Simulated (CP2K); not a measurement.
# BBr2Cl (dibromo(chloro)borane), step by step

We compute a series of 8 runs (MP2/cc-pVDZ, UMP2/cc-pVDZ) of BBr2Cl. The setting varied is the cutoff. 

The results are computed with CP2K 2026.2.

6 further runs of the same task are left out: 6 set aside as unsound or not needed.

**1. The molecule**

BBr2Cl has 4 atoms, charge 0, and is taken as a singlet. As SMILES, `ClB(Br)Br`. The coordinates come from a GFN2-xTB relaxation.

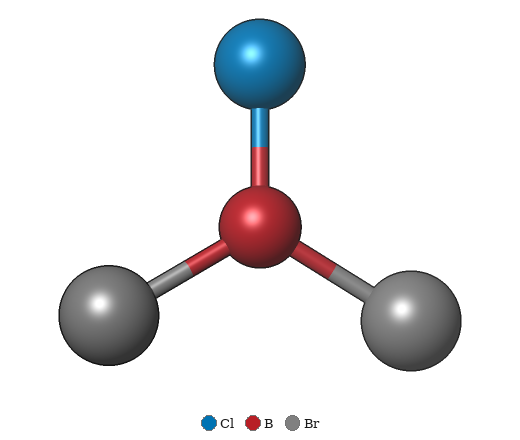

Viewed from a chosen angle; chlorine blue, boron red, bromine grey.

**2. The energy at MP2/cc-pVDZ (run 1)**

molecule.inp

```
&GLOBAL
    PROJECT_NAME molecule
    RUN_TYPE ENERGY
    PRINT_LEVEL MEDIUM
&END

&FORCE_EVAL
    METHOD QS
    &DFT
        BASIS_SET_FILE_NAME ./cc_pvdz.basis
        POTENTIAL_FILE_NAME POTENTIAL
        &QS
            METHOD GAPW
            EPS_DEFAULT 1.0E-10
        &END
        &MGRID
            CUTOFF 200
            REL_CUTOFF 50
            NGRIDS 4
        &END
        &POISSON
            PERIODIC NONE
            POISSON_SOLVER MULTIPOLE
        &END
        &SCF
            SCF_GUESS ATOMIC
            EPS_SCF 1.0E-06
            MAX_SCF 80
            ADDED_MOS 10
            &DIAGONALIZATION
                ALGORITHM STANDARD
            &END
            &MIXING
                METHOD DIRECT_P_MIXING
                ALPHA 0.4
            &END
        &END
        &XC
            &XC_FUNCTIONAL NONE
            &END
            &HF
                FRACTION 1
                &SCREENING
                    EPS_SCHWARZ 1.0E-09
                &END
                &MEMORY
                    MAX_MEMORY 1750
                &END
            &END
            &WF_CORRELATION
                &MP2
                    METHOD DIRECT_CANONICAL
                &END
                MEMORY 1500
            &END
        &END
        &PRINT
            &MOMENTS
                PERIODIC F
                REFERENCE COM
                MAX_MOMENT 1
            &END
            &MO ON
                ENERGIES T
                OCCUPATION_NUMBERS T
                NDIGITS 6
                &EACH
                    QS_SCF 0
                &END
                ADD_LAST NUMERIC
            &END
            &HIRSHFELD OFF
            &END
        &END
    &END
    &SUBSYS
        &CELL
            ABC 9.3 9.8 9.2
            PERIODIC NONE
        &END
        &COORD
            UNIT bohr
            Cl    -0.3790035    -3.1115097     1.1927006
            B     -0.0270798    -0.0831102     0.0497943
            Br     2.3886894     2.1193278     1.4356816
            Br    -1.9826062     1.0753109    -2.6781955
        &END
        &TOPOLOGY
            &CENTER_COORDINATES
            &END
        &END
        &KIND Cl
            BASIS_SET cc-pVDZ
            POTENTIAL ALL
        &END
        &KIND B
            BASIS_SET cc-pVDZ
            POTENTIAL ALL
        &END
        &KIND Br
            BASIS_SET cc-pVDZ
            POTENTIAL ALL
        &END
    &END
&END
```

Run with:

```console
OMP_NUM_THREADS=2 cp2k.psmp -i molecule.inp > molecule.out 2>&1
```

What it wrote:

```text
CP2K| version string:                                       CP2K version 2026.2
[...]
 GLOBAL| Method name                                                        CP2K
[...]
 GLOBAL| Run type                                                         ENERGY
[...]
 DFT| Spin restricted Kohn-Sham (RKS) calculation                            RKS
 DFT| Multiplicity                                                             1
[...]
 DFT| Charge                                                                   0
[...]
 QS| Method:                                                                GAPW
[...]
 QS| Density cutoff [a.u.]:                                                100.0
[...]
 QS| Relative density cutoff [a.u.]:                                        25.0
[...]
                             - Atoms:                                          4
[...]
                             - Spherical basis functions:                     86
[...]
 Number of electrons:                                                         92
[...]
     1 P_Mix/Diag. 0.40E+00   26.4     0.83021118     -5629.8734993164 -5.63E+03
[...]
    15 DIIS/Diag.  0.22E-06    0.1     0.00000045     -5629.0733293323 -6.37E-12
  *** SCF run converged in    15 steps ***
[...]
  Overlap energy of the core charge distribution:               0.00000933958059
  Self energy of the core charge distribution:              -1597.35924389751926
  Core Hamiltonian energy:                                  -4422.91107048002777
  Hartree energy:                                             198.28614256205461
  Exchange-correlation energy:                                  0.00000000000000
  Hartree-Fock Exchange energy:                              -210.77160879613768
[...]
                     Mulliken Population Analysis
 #  Atom  Element  Kind  Atomic population                           Net charge
       1     Cl       1         17.086483                             -0.086483
       2     B        2          4.736963                              0.263037
       3     Br       3         35.088566                             -0.088566
       4     Br       3         35.087988                             -0.087988
 # Total charge                             92.000000                  0.000000
[...]
  Dipole moment [Debye]
    X= -0.2399840E-01 Y= -0.4334202E-01 Z=  0.2773727E-01  Total=      0.0567786
[...]
 ENERGY| Total FORCE_EVAL ( QS ) energy [hartree]          -5629.572754834071930
[...]
```

Run time: 87 s. Hardware: 2 threads of Intel Xeon Gold 6455B (Sapphire Rapids), shared host; peak memory 0.59 GiB.

**3. The doublet cation: the energy at UMP2/cc-pVDZ (run 2)**

molecule.inp

```
&global
  project_name molecule
  run_type ENERGY
  print_level MEDIUM
&end

&force_eval
  method QUICKSTEP
  &dft
    basis_set_file_name ./cc_pvdz.basis
    potential_file_name POTENTIAL
    charge 1
    multiplicity 2
    lsd T
    &qs
      method GAPW
      eps_default 1.0E-10
    &end
    &mgrid
      cutoff 200
      rel_cutoff 50
      ngrids 4
    &end
    &poisson
      periodic NONE
      poisson_solver MULTIPOLE
    &end
    &scf
      scf_guess ATOMIC
      eps_scf 1.0E-06
      max_scf 40
      &ot ON
        minimizer CG
        preconditioner FULL_ALL
      &end
      &outer_scf
        eps_scf 1.0E-06
        max_scf 5
      &end
    &end
    &xc
      &xc_functional NONE
      &end
      &hf
        fraction 1
        &screening
          eps_schwarz 1.0E-09
          screen_on_initial_p F
        &end
        &interaction_potential
          potential_type COULOMB
        &end
        &memory
          max_memory 1750
        &end
      &end
      &wf_correlation
        &mp2
          method DIRECT_CANONICAL
        &end
        memory 1500
      &end
    &end
    &print
      &moments
        periodic F
        reference COM
        max_moment 1
      &end
      &mo_cubes
        nlumo 5
        nhomo -1
        write_cube F
      &end
      &hirshfeld OFF
      &end
    &end
  &end
  &subsys
    &cell
      abc [angstrom] 9.3 9.8 9.2
      periodic NONE
    &end
    &coord
      UNIT bohr
      Cl    -0.3790035    -3.1115097     1.1927006
      B     -0.0270798    -0.0831102     0.0497943
      Br     2.3886894     2.1193278     1.4356816
      Br    -1.9826062     1.0753109    -2.6781955
    &end
    &topology
      &center_coordinates
      &end
    &end
    &kind Cl
      basis_set cc-pVDZ
      potential ALL
    &end
    &kind B
      basis_set cc-pVDZ
      potential ALL
    &end
    &kind Br
      basis_set cc-pVDZ
      potential ALL
    &end
  &end
&end
```

Run with:

```console
OMP_NUM_THREADS=2 cp2k.psmp -i molecule.inp > molecule.out 2>&1
```

What it wrote:

```text
CP2K| version string:                                       CP2K version 2026.2
[...]
 GLOBAL| Method name                                                        CP2K
[...]
 GLOBAL| Run type                                                         ENERGY
[...]
 DFT| Spin unrestricted (spin-polarized) Kohn-Sham calculation               UKS
 DFT| Multiplicity                                                             2
[...]
 DFT| Charge                                                                   1
[...]
 QS| Method:                                                                GAPW
[...]
 QS| Density cutoff [a.u.]:                                                100.0
[...]
 QS| Relative density cutoff [a.u.]:                                        25.0
[...]
                             - Atoms:                                          4
[...]
                             - Spherical basis functions:                     86
[...]
 Number of electrons:                                                         46
[...]
     1 OT CG       0.15E+00   26.5     0.26188943     -5510.0715872328 -5.51E+03
[...]
    25 OT CG       0.90E+00    0.4     0.00000093     -5628.6944734003 -3.71E-09
  *** SCF run converged in    25 steps ***
[...]
  Overlap energy of the core charge distribution:               0.00000933958059
  Self energy of the core charge distribution:              -1597.35924389751926
  Core Hamiltonian energy:                                  -4423.19253704746552
  Hartree energy:                                             198.69286277561793
  Exchange-correlation energy:                                  0.00000000000000
  Hartree-Fock Exchange energy:                              -210.45674857425288
[...]
                     Mulliken Population Analysis
 #  Atom  Element  Kind  Atomic population (alpha,beta) Net charge  Spin moment
       1     Cl       1         8.486956     8.458277     0.054767     0.028678
       2     B        2         2.340281     2.428822     0.230897    -0.088542
       3     Br       3        17.681971    16.713654     0.604375     0.968317
       4     Br       3        17.490793    17.399246     0.109961     0.091546
 # Total charge and spin       46.000000    45.000000     1.000000     1.000000
[...]
  Dipole moment [Debye]
    X=  0.2834052E+01 Y=  0.1326362E+01 Z=  0.2359838E+01  Total=      3.9191738
[...]
 HOMO - LUMO gap [eV] :    7.603541
[...]
 ENERGY| Total FORCE_EVAL ( QS ) energy [hartree]          -5629.173927308566817
[...]
```

Run time: 4 min. Hardware: 2 threads of Intel Xeon Gold 6455B (Sapphire Rapids), shared host; peak memory 0.68 GiB.

Runs 3 to 6 aren't shown in full; the table further down has their settings and results.

**4. A single-point energy at MP2/cc-pVDZ (run 7)**

calc.inp

```
&global
    project_name calc
    run_type ENERGY
    print_level MEDIUM
&end
&force_eval
    method QS
    &dft
        basis_set_file_name ./cc_pvdz.basis
        potential_file_name POTENTIAL
        ! Quickstep
        &qs
            method GAPW
            eps_default 1.0E-10
        &end
        &mgrid
            cutoff 550
            rel_cutoff 50
            ngrids 4
        &end
        ! cluster boundary conditions
        &poisson
            periodic NONE
            poisson_solver MULTIPOLE
        &end
        &scf
            scf_guess ATOMIC
            eps_scf 1.0E-06
            max_scf 80
            added_mos 10
            &diagonalization
                algorithm STANDARD
            &end
            &mixing
                method DIRECT_P_MIXING
                alpha 0.4
            &end
        &end
        &xc
            &xc_functional NONE
            &end
            ! exact exchange
            &hf
                fraction 1
                &screening
                    eps_schwarz 1.0E-09
                &end
                &memory
                    max_memory 1750
                &end
            &end
            &wf_correlation
                &mp2
                    method DIRECT_CANONICAL
                &end
                memory 1500
            &end
        &end
        ! extra output
        &print
            &moments
                periodic F
                reference COM
                max_moment 1
            &end
            &mo ON
                energies T
                occupation_numbers T
                ndigits 6
                &each
                    qs_scf 0
                &end
                add_last NUMERIC
            &end
            &hirshfeld OFF
            &end
        &end
    &end
    ! structure
    &subsys
        &cell
            abc 9.3 9.8 9.2
            periodic NONE
        &end
        &coord
            UNIT bohr
            Cl    -0.3790035    -3.1115097     1.1927006
            B     -0.0270798    -0.0831102     0.0497943
            Br     2.3886894     2.1193278     1.4356816
            Br    -1.9826062     1.0753109    -2.6781955
        &end
        &topology
            &center_coordinates
            &end
        &end
        &kind Cl
            basis_set cc-pVDZ
            potential ALL
        &end
        &kind B
            basis_set cc-pVDZ
            potential ALL
        &end
        &kind Br
            basis_set cc-pVDZ
            potential ALL
        &end
    &end
&end
```

Run with:

```console
OMP_NUM_THREADS=2 cp2k.psmp -i calc.inp > calc.out 2>&1
```

What it wrote:

```text
CP2K| version string:                                       CP2K version 2026.2
[...]
 GLOBAL| Method name                                                        CP2K
[...]
 GLOBAL| Run type                                                         ENERGY
[...]
 DFT| Spin restricted Kohn-Sham (RKS) calculation                            RKS
 DFT| Multiplicity                                                             1
[...]
 DFT| Charge                                                                   0
[...]
 QS| Method:                                                                GAPW
[...]
 QS| Density cutoff [a.u.]:                                                275.0
[...]
 QS| Relative density cutoff [a.u.]:                                        25.0
[...]
                             - Atoms:                                          4
[...]
                             - Spherical basis functions:                     86
[...]
 Number of electrons:                                                         92
[...]
     1 P_Mix/Diag. 0.40E+00   27.5     0.83021101     -5629.8734882897 -5.63E+03
[...]
    15 DIIS/Diag.  0.23E-06    0.6     0.00000045     -5629.0733180690  1.82E-12
  *** SCF run converged in    15 steps ***
[...]
  Overlap energy of the core charge distribution:               0.00000933958059
  Self energy of the core charge distribution:              -1597.35924389751926
  Core Hamiltonian energy:                                  -4422.91106767560541
  Hartree energy:                                             198.28615379283659
  Exchange-correlation energy:                                  0.00000000000000
  Hartree-Fock Exchange energy:                              -210.77160917758172
[...]
                     Mulliken Population Analysis
 #  Atom  Element  Kind  Atomic population                           Net charge
       1     Cl       1         17.086481                             -0.086481
       2     B        2          4.736965                              0.263035
       3     Br       3         35.088567                             -0.088567
       4     Br       3         35.087987                             -0.087987
 # Total charge                             92.000000                 -0.000000
[...]
  Dipole moment [Debye]
    X= -0.2400446E-01 Y= -0.4335184E-01 Z=  0.2773271E-01  Total=      0.0567864
[...]
 ENERGY| Total FORCE_EVAL ( QS ) energy [hartree]          -5629.572743538673421
[...]
```

Wall time 1.7 min (2 threads of Intel Xeon Gold 6455B (Sapphire Rapids), shared host); peak memory 1.2 GiB.

**5. The doublet cation: the energy at UMP2/cc-pVDZ (run 8)**

calc.inp

```
&GLOBAL
   PROJECT_NAME calc
   RUN_TYPE ENERGY
   PRINT_LEVEL MEDIUM
&END

&FORCE_EVAL
   METHOD QUICKSTEP
   &DFT
      BASIS_SET_FILE_NAME ./cc_pvdz.basis
      POTENTIAL_FILE_NAME POTENTIAL
      CHARGE 1
      MULTIPLICITY 2
      UKS T
      &QS
         METHOD GAPW
         EPS_DEFAULT 1.0E-10
      &END
      &MGRID
         CUTOFF 550
         REL_CUTOFF 50
         NGRIDS 4
      &END
      &POISSON
         PERIODIC NONE
         POISSON_SOLVER MULTIPOLE
      &END
      &SCF
         SCF_GUESS ATOMIC
         EPS_SCF 1.0E-06
         MAX_SCF 40
         &OT ON
            MINIMIZER CG
            PRECONDITIONER FULL_ALL
         &END
         &OUTER_SCF
            EPS_SCF 1.0E-06
            MAX_SCF 5
         &END
      &END
      &XC
         &XC_FUNCTIONAL NONE
         &END
         &HF
            FRACTION 1
            &SCREENING
               EPS_SCHWARZ 1.0E-09
               SCREEN_ON_INITIAL_P F
            &END
            &INTERACTION_POTENTIAL
               POTENTIAL_TYPE COULOMB
            &END
            &MEMORY
               MAX_MEMORY 1750
            &END
         &END
         &WF_CORRELATION
            &MP2
               METHOD DIRECT_CANONICAL
            &END
            MEMORY 1500
         &END
      &END
      &PRINT
         &MOMENTS
            PERIODIC F
            REFERENCE COM
            MAX_MOMENT 1
         &END
         &MO_CUBES
            NLUMO 5
            NHOMO -1
            WRITE_CUBE F
         &END
         &HIRSHFELD OFF
         &END
      &END
   &END
   &SUBSYS
      &CELL
         ABC [angstrom] 9.3 9.8 9.2
         PERIODIC NONE
      &END
      &COORD
         UNIT bohr
         Cl    -0.3790035    -3.1115097     1.1927006
         B     -0.0270798    -0.0831102     0.0497943
         Br     2.3886894     2.1193278     1.4356816
         Br    -1.9826062     1.0753109    -2.6781955
      &END
      &TOPOLOGY
         &CENTER_COORDINATES
         &END
      &END
      &KIND Cl
         BASIS_SET cc-pVDZ
         POTENTIAL ALL
      &END
      &KIND B
         BASIS_SET cc-pVDZ
         POTENTIAL ALL
      &END
      &KIND Br
         BASIS_SET cc-pVDZ
         POTENTIAL ALL
      &END
   &END
&END
```

Run with:

```console
OMP_NUM_THREADS=2 cp2k.psmp calc.inp > calc.out
```

What it wrote:

```text
CP2K| version string:                                       CP2K version 2026.2
[...]
 GLOBAL| Method name                                                        CP2K
[...]
 GLOBAL| Run type                                                         ENERGY
[...]
 DFT| Spin unrestricted (spin-polarized) Kohn-Sham calculation               UKS
 DFT| Multiplicity                                                             2
[...]
 DFT| Charge                                                                   1
[...]
 QS| Method:                                                                GAPW
[...]
 QS| Density cutoff [a.u.]:                                                275.0
[...]
 QS| Relative density cutoff [a.u.]:                                        25.0
[...]
                             - Atoms:                                          4
[...]
                             - Spherical basis functions:                     86
[...]
 Number of electrons:                                                         46
[...]
     1 OT CG       0.15E+00   32.1     0.26188943     -5510.0715884108 -5.51E+03
[...]
    22 OT CG       0.66E+00    1.4     0.00000084     -5628.6944629306 -8.62E-09
  *** SCF run converged in    22 steps ***
[...]
  Overlap energy of the core charge distribution:               0.00000933958059
  Self energy of the core charge distribution:              -1597.35924389751926
  Core Hamiltonian energy:                                  -4423.19259591370610
  Hartree energy:                                             198.69280647752095
  Exchange-correlation energy:                                  0.00000000000000
  Hartree-Fock Exchange energy:                              -210.45676479762261
[...]
                     Mulliken Population Analysis
 #  Atom  Element  Kind  Atomic population (alpha,beta) Net charge  Spin moment
       1     Cl       1         8.486946     8.458290     0.054764     0.028656
       2     B        2         2.340267     2.428833     0.230899    -0.088566
       3     Br       3        17.681970    16.713673     0.604357     0.968297
       4     Br       3        17.490817    17.399203     0.109980     0.091614
 # Total charge and spin       46.000000    45.000000     1.000000     1.000000
[...]
  Dipole moment [Debye]
    X=  0.2833813E+01 Y=  0.1326222E+01 Z=  0.2359680E+01  Total=      3.9188590
[...]
 HOMO - LUMO gap [eV] :    7.603429
[...]
 ENERGY| Total FORCE_EVAL ( QS ) energy [hartree]          -5629.173920235645710
[...]
```

Run time: 5.8 min. Hardware: 2 threads of Intel Xeon Gold 6455B (Sapphire Rapids), shared host; peak memory 1.3 GiB.

**6. All runs side by side**

| run | level | cutoff | iteration cap | partner | energy (Eh) | HOMO energy (eV) | LUMO energy (eV) | correlation energy (mEh) | wall time |
| --- | --- | --- | --- | --- | --- | --- | --- | --- | --- |
| 1 | MP2/cc-pVDZ | 200 | 80 | base | -5629.572755 | -11.22 | 2.03 | -499.4 | 87 s |
| 2 | UMP2/cc-pVDZ | 200 | 40 | cation | -5629.173927 | -16.75 | -9.15 | -479.5 | 4 min |
| 3 | MP2/cc-pVDZ | 280 | 80 | base | -5629.572744 | -11.22 | 2.03 | -499.4 | 1.7 min |
| 4 | UMP2/cc-pVDZ | 280 | 40 | cation | -5629.173923 | -16.75 | -9.15 | -479.5 | 3.9 min |
| 5 | MP2/cc-pVDZ | 400 | 80 | base | -5629.572743 | -11.22 | 2.03 | -499.4 | 92 s |
| 6 | UMP2/cc-pVDZ | 400 | 40 | cation | -5629.173919 | -16.75 | -9.15 | -479.5 | 4.7 min |
| 7 | MP2/cc-pVDZ | 550 | 80 | base | -5629.572744 | -11.22 | 2.03 | -499.4 | 1.7 min |
| 8 | UMP2/cc-pVDZ | 550 | 40 | cation | -5629.173920 | -16.75 | -9.15 | -479.5 | 5.8 min |

Convergence of the total energy of singlet BBr2Cl with the cutoff, against the last point:

```csv
cutoff,from the last (mEh),wall time
200 Ry,-0.011,87 s
280 Ry,-0.000,1.7 min
400 Ry,+0.000,92 s
550 Ry,+0.000,1.7 min
```

Convergence of the dipole moment (of the density that the program reports) of singlet BBr2Cl with the cutoff, against the last point:

```csv
cutoff,from the last (D),wall time
200 Ry,-0.0000,87 s
280 Ry,+0.0000,1.7 min
400 Ry,+0.0000,92 s
550 Ry,+0.0000,1.7 min
```

**7. Results**

| quantity | value |
| --- | --- |
| doublet cation, run 8: total energy | -5629.17392 Eh |
| doublet cation, run 8: HOMO energy (Hartree–Fock orbitals) (highest over α and β) | -16.75 eV |
| doublet cation, run 8: LUMO energy (Hartree–Fock orbitals) (lowest over α and β) | -9.15 eV |
| doublet cation, run 8: correlation energy | -479.5 mEh |
| doublet cation, run 8: ⟨S²⟩ of the reference determinant | 0.759 |
| vertical ionisation energy (to the doublet cation) (run 1, cutoff 200) | 10.853 eV |
| vertical ionisation energy (to the doublet cation) (run 3, cutoff 280) | 10.852 eV |
| vertical ionisation energy (to the doublet cation) (run 5, cutoff 400) | 10.853 eV |
| vertical ionisation energy (to the doublet cation) (run 7, cutoff 550) | 10.853 eV |

**Reading.** For the total energy of singlet BBr2Cl to stay within 0.01 mEh of the last point, 280 Ry is the first point of the series from which all later ones do (1.7 min against 1.7 min). All runs together took 25 min, the longest 5.8 min.
